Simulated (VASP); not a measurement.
Band structure of Li₂Se (antifluorite). Method: vdW-DF2, VASP's PBE PAW potentials (set 64) (plane waves; VASP).

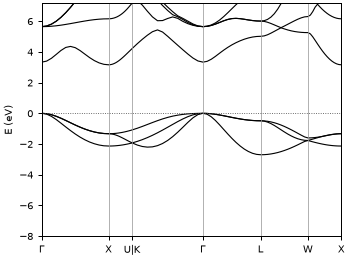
Fig. 1. Bands along high-symmetry lines, zero at the valence-band maximum or, without a gap, the Fermi level

**Question.** Read the plot: is there a gap, and where are the band edges?

**Answer.** The gap is indirect, 3.16 eV, from the valence maximum at Γ to the conduction minimum at X. (Edges off the drawn lines would not show.)

The compound is Li2Se in the antifluorite structure. It was relaxed first.
